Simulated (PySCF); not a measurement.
## C2H2AlCl: geometry relaxation (part 2 of 2)

Continued. System: C2H2AlCl. Method: HF/3-21G, RHF, sfX2C (PySCF 2.14.0). The geometry: force field.

Geometry of the input (Å):
```
Cl -1.0170  -2.4162  0.0441
C  -0.2666  -0.8153  0.0270
C  0.9314  -0.0775  0.1658
Al -0.3912  0.9938  -0.1851
H  2.0324  -0.1134  0.3578
H  -1.2469  2.3646  -0.4558
```

The program's output, continued
```
Geometry optimization cycle 8
Cartesian coordinates (Angstrom)
 Atom        New coordinates             dX        dY        dZ
  Cl  -0.642067  -2.484072   0.118362    0.000575 -0.000843 -0.000320
   C  -0.300712  -0.694935   0.005119   -0.000471 -0.001521  0.000558
   C   0.889811  -0.082100   0.155946   -0.001164 -0.000099 -0.000033
  Al  -0.516118   1.160133  -0.216951   -0.003239 -0.001920  0.000880
   H   1.859552  -0.484715   0.365048    0.000164  0.002785 -0.000780
   H  -1.248366   2.521689  -0.473724    0.004136  0.001599 -0.000305
converged SCF energy = -775.856081946088
--------------- sfX2C1eRHF_Scanner gradients ---------------
         x                y                z
0 Cl    -0.0000191336     0.0001514807    -0.0000524844
1 C     0.0000542895     0.0001370153     0.0000961570
2 C    -0.0000714180     0.0001691403     0.0002471737
3 Al     0.0001220730    -0.0002787886    -0.0002972320
4 H    -0.0000104104    -0.0001311108    -0.0001215905
5 H    -0.0000754005    -0.0000477368     0.0001279763
----------------------------------------------
cycle 8: E = -775.856081946  dE = -4.5573e-06  norm(grad) = 0.000623886
Step    7 : Displace = 2.841e-03/4.391e-03 (rms/max) Trust = 3.000e-01 (=) Grad = 2.547e-04/4.254e-04 (rms/max) E (change) = -775.8560819461 (-4.557e-06) Quality = 1.287
Hessian Eigenvalues: 1.34770e-02 2.35365e-02 2.70285e-02 ... 3.21766e-01 3.49604e-01 5.28413e-01

Geometry optimization cycle 9
Cartesian coordinates (Angstrom)
 Atom        New coordinates             dX        dY        dZ
  Cl  -0.641190  -2.485393   0.118490    0.000877 -0.001322  0.000128
   C  -0.301330  -0.695874   0.005212   -0.000618 -0.000938  0.000093
   C   0.888899  -0.082395   0.155710   -0.000911 -0.000295 -0.000236
  Al  -0.517362   1.159793  -0.216453   -0.001244 -0.000340  0.000498
   H   1.859273  -0.483317   0.364735   -0.000279  0.001398 -0.000312
   H  -1.246190   2.523186  -0.473894    0.002175  0.001497 -0.000170
converged SCF energy = -775.856083165009
--------------- sfX2C1eRHF_Scanner gradients ---------------
         x                y                z
0 Cl     0.0000137022     0.0001458482    -0.0000481770
1 C     0.0000125852    -0.0000508972     0.0001057155
2 C    -0.0000114668    -0.0000026730     0.0002246386
3 Al     0.0000055756    -0.0001099405    -0.0002739047
4 H    -0.0000083652    -0.0000051911    -0.0001126625
5 H    -0.0000120310     0.0000228536     0.0001043902
----------------------------------------------
cycle 9: E = -775.856083165  dE = -1.21892e-06  norm(grad) = 0.000446992
Step    8 : Displace = 1.622e-03/2.554e-03 (rms/max) Trust = 3.000e-01 (=) Grad = 1.825e-04/2.952e-04 (rms/max) E (change) = -775.8560831650 (-1.219e-06) Quality = 1.260
Hessian Eigenvalues: 1.03635e-02 2.32223e-02 2.65483e-02 ... 3.21650e-01 3.54256e-01 5.27413e-01

Geometry optimization cycle 10
Cartesian coordinates (Angstrom)
 Atom        New coordinates             dX        dY        dZ
  Cl  -0.640756  -2.486096   0.118633    0.000434 -0.000703  0.000142
   C  -0.301654  -0.696094   0.005131   -0.000324 -0.000220 -0.000080
   C   0.888553  -0.082497   0.155458   -0.000346 -0.000102 -0.000252
  Al  -0.517623   1.159958  -0.216135   -0.000261  0.000165  0.000318
   H   1.859083  -0.482983   0.364722   -0.000190  0.000334 -0.000013
   H  -1.245504   2.523712  -0.474010    0.000687  0.000526 -0.000116
converged SCF energy = -775.856083529804
--------------- sfX2C1eRHF_Scanner gradients ---------------
         x                y                z
0 Cl     0.0000187509     0.0000491111    -0.0000376757
1 C    -0.0000236299    -0.0000651085     0.0001007289
2 C    -0.0000052795    -0.0000265154     0.0001728260
3 Al    -0.0000276768     0.0000074765    -0.0002468953
4 H     0.0000219176     0.0000166433    -0.0000818608
5 H     0.0000159177     0.0000183930     0.0000928768
----------------------------------------------
cycle 10: E = -775.85608353  dE = -3.64795e-07  norm(grad) = 0.000358025
```

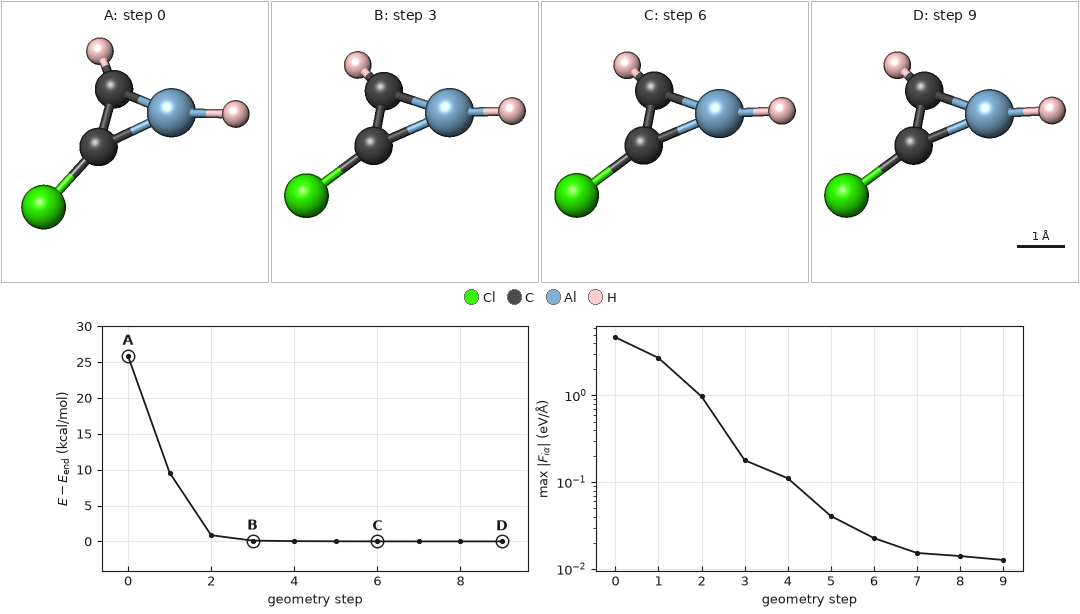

**Figure 1.** Frames of the relaxation (ball-and-stick view, seen at a tilt) above the curves, on which the letters mark them (steps are counted from 0).

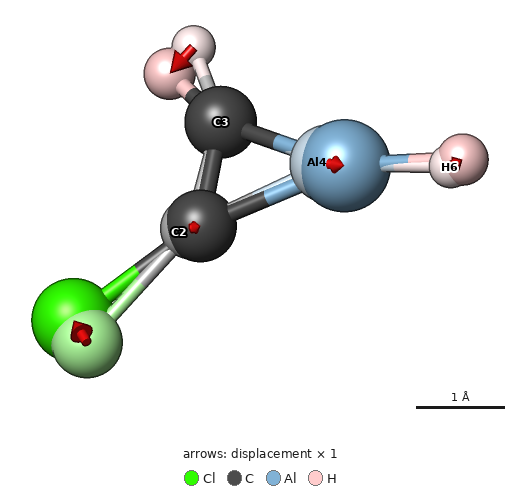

**Figure 2.** Start (faint) and end (solid) with the displacements as red arrows, at true length (ball-and-stick view, seen at a tilt). The two geometries are laid on each other by the best rigid fit. The energy falls by 25.9 kcal/mol in 9 geometry steps. Largest force component: 4.7 eV/Å at the start, 0.013 eV/Å at the end. The largest move after the best rigid fit is that of H5, 0.41 Å. By element the largest moves are H 0.41 Å, Cl 0.39 Å, Al 0.21 Å, C 0.13 Å. Among the contacts that change: C3–Al4 1.738 → 1.913 Å, Al4–H6 1.638 → 1.567 Å, C2–C3 1.414 → 1.347 Å, Cl1–C2 1.768 → 1.825 Å. Among the angles that change: Cl1–C2–C3 146.2° → 127.1°, Al4–C3–H5 143.5° → 161.3°, C2–C3–H5 146.6° → 130.7°. (Atoms are counted from 1 in the order of the input.)

```
Step    9 : Displace = 5.993e-04/8.729e-04 (rms/max) Trust = 3.000e-01 (=) Grad = 1.462e-04/2.486e-04 (rms/max) E (change) = -775.8560835298 (-3.648e-07) Quality = 1.426
Hessian Eigenvalues: 1.03635e-02 2.32223e-02 2.65483e-02 ... 3.21650e-01 3.54256e-01 5.27413e-01
Converged! =D

converged: True
Cl         -0.64075575       -2.48609589        0.11863289
C          -0.30165414       -0.69609365        0.00513144
C           0.88855310       -0.08249727        0.15545751
Al         -0.51762268        1.15995757       -0.21613456
H           1.85908304       -0.48298261        0.36472239
H          -1.24550357        2.52371185       -0.47400967
converged SCF energy = -775.856083529813
Final energy -775.8560835298126
```

Trajectory as extended XYZ (Å, eV, eV/Å), 10 frames, from step=0 to step=9
```
6
Properties=species:S:1:pos:R:3:forces:R:3 step=0 energy=-21110.99765
Cl   -1.0170   -2.4162    0.0441    0.6237  -0.9715   0.2207
C    -0.2666   -0.8153    0.0270    1.6769   1.6354   0.1018
C     0.9314   -0.0775    0.1658    3.3614  -3.3205   0.8943
Al   -0.3912    0.9938   -0.1851   -4.5279   4.6706  -1.2181
H     2.0324   -0.1134    0.3578   -1.6808  -1.3096  -0.1337
H    -1.2469    2.3646   -0.4558    0.5467  -0.7043   0.1351
6
Properties=species:S:1:pos:R:3:forces:R:3 step=1 energy=-21111.70319
Cl   -0.8664   -2.4452    0.0737    0.3015  -0.7474   0.1390
C    -0.2911   -0.7642    0.0172    1.0450   0.7075   0.0853
C     0.9078   -0.1056    0.1640    1.6730  -1.1549   0.3748
Al   -0.4313    1.0617   -0.1983   -2.3699   2.7016  -0.6324
H     1.9751   -0.2438    0.3606   -1.0708  -0.9474  -0.0691
H    -1.2519    2.4331   -0.4635    0.4212  -0.5595   0.1023
6
Properties=species:S:1:pos:R:3:forces:R:3 step=2 energy=-21112.08195
Cl   -0.6514   -2.4771    0.1196   -0.1026  -0.3181   0.0079
C    -0.3112   -0.7019   -0.0003   -0.6376  -0.3343  -0.0741
C     0.8673   -0.1072    0.1541    0.9713   0.7867   0.0613
Al   -0.4817    1.1592   -0.2177   -0.3955   0.1252  -0.0456
H     1.8538   -0.4356    0.3622    0.2163  -0.4334   0.0956
H    -1.2347    2.4986   -0.4640   -0.0519   0.1738  -0.0451
6
Properties=species:S:1:pos:R:3:forces:R:3 step=3 energy=-21112.11486
Cl   -0.6446   -2.4894    0.1216   -0.0336  -0.0086  -0.0086
C    -0.3108   -0.6979    0.0000    0.1790   0.0928   0.0249
C     0.8846   -0.0924    0.1551   -0.0045   0.1216  -0.0367
Al   -0.4944    1.1703   -0.2203   -0.1484  -0.1057   0.0202
H     1.8614   -0.4725    0.3672   -0.0280  -0.1201   0.0147
H    -1.2543    2.5179   -0.4698    0.0354   0.0201  -0.0145
6
Properties=species:S:1:pos:R:3:forces:R:3 step=4 energy=-21112.11793
Cl   -0.6414   -2.4879    0.1213   -0.0061   0.0436  -0.0068
C    -0.3045   -0.6943    0.0017    0.0366   0.0538  -0.0012
C     0.8885   -0.0863    0.1551    0.0276   0.0193  -0.0150
Al   -0.5011    1.1706   -0.2202   -0.0824  -0.1111   0.0288
H     1.8585   -0.4864    0.3675   -0.0133  -0.0139   0.0048
H    -1.2580    2.5203   -0.4717    0.0376   0.0084  -0.0106
6
Properties=species:S:1:pos:R:3:forces:R:3 step=5 energy=-21112.11902
Cl   -0.6417   -2.4843    0.1199    0.0005   0.0342  -0.0031
C    -0.3015   -0.6923    0.0032    0.0183  -0.0091  -0.0003
C     0.8909   -0.0830    0.1557    0.0025  -0.0222  -0.0138
Al   -0.5078    1.1662   -0.2191   -0.0408  -0.0354   0.0236
H     1.8587   -0.4898    0.3669   -0.0037   0.0194   0.0036
H    -1.2565    2.5193   -0.4727    0.0232   0.0132  -0.0101
6
Properties=species:S:1:pos:R:3:forces:R:3 step=6 energy=-21112.11939
Cl   -0.6426   -2.4832    0.1187    0.0037   0.0076   0.0013
C    -0.3002   -0.6934    0.0046   -0.0037  -0.0188  -0.0041
C     0.8910   -0.0820    0.1560    0.0043  -0.0217  -0.0127
Al   -0.5129    1.1621   -0.2178   -0.0227   0.0128   0.0169
H     1.8594   -0.4875    0.3658    0.0041   0.0163   0.0060
H    -1.2525    2.5201   -0.4734    0.0142   0.0038  -0.0074
6
Properties=species:S:1:pos:R:3:forces:R:3 step=7 energy=-21112.11952
Cl   -0.6421   -2.4841    0.1184    0.0010  -0.0078   0.0027
C    -0.3007   -0.6949    0.0051   -0.0028  -0.0070  -0.0049
C     0.8898   -0.0821    0.1559    0.0037  -0.0087  -0.0127
Al   -0.5161    1.1601   -0.2170   -0.0063   0.0143   0.0153
H     1.8596   -0.4847    0.3650    0.0005   0.0067   0.0063
H    -1.2484    2.5217   -0.4737    0.0039   0.0025  -0.0066
6
Properties=species:S:1:pos:R:3:forces:R:3 step=8 energy=-21112.11955
Cl   -0.6412   -2.4854    0.1185   -0.0007  -0.0075   0.0025
C    -0.3013   -0.6959    0.0052   -0.0006   0.0026  -0.0054
C     0.8889   -0.0824    0.1557    0.0006   0.0001  -0.0116
Al   -0.5174    1.1598   -0.2165   -0.0003   0.0057   0.0141
H     1.8593   -0.4833    0.3647    0.0004   0.0003   0.0058
H    -1.2462    2.5232   -0.4739    0.0006  -0.0012  -0.0054
6
Properties=species:S:1:pos:R:3:forces:R:3 step=9 energy=-21112.11956
Cl   -0.6408   -2.4861    0.1186   -0.0010  -0.0025   0.0019
C    -0.3017   -0.6961    0.0051    0.0012   0.0033  -0.0052
C     0.8886   -0.0825    0.1555    0.0003   0.0014  -0.0089
Al   -0.5176    1.1600   -0.2161    0.0014  -0.0004   0.0127
H     1.8591   -0.4830    0.3647   -0.0011  -0.0009   0.0042
H    -1.2455    2.5237   -0.4740   -0.0008  -0.0009  -0.0048
```

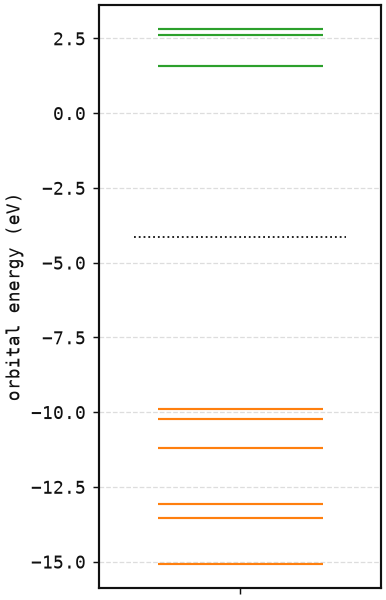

**Figure 3.** Orbital energies near the frontier; the dotted line parts filled from empty levels, and levels within 0.02 eV of each other stand side by side. Highest filled −9.88 eV, lowest empty 1.59 eV, 11.47 eV apart.

Results in brief

- outcome: converged
- total energy: −775.856084 hartree
- basis functions: 48
- HOMO: −9.88 eV
- LUMO: 1.59 eV
- dipole moment: 4.14 D
- hardware: 1 thread of Arm Neoverse V1, 24 GiB of memory available, shared host
- wall time: 11 s
- peak memory: 0.14 GiB
